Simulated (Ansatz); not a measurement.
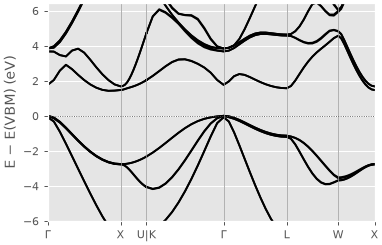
Fig. 1. Band structure from the program Ansatz at the PBEsol with spin–orbit coupling level (PAW)

Problem. Read off the gap and where the band edges lie.

Solution. About 1.4 eV (1.42 eV by a search for the band edges); maximum at Γ, minimum on the Γ–X line, 86 % of the way from Γ.

The material is GaP (zinc blende, space group No. 216).

Space group F-43m (zinc blende). The PBEsol relaxation kept the symmetry of its start.

Potentials: the earlier of the program's two PAW sets. The files were generated under PBE; for other functionals the program regenerates the frozen cores, and for LDA and PBEsol the local potential too.
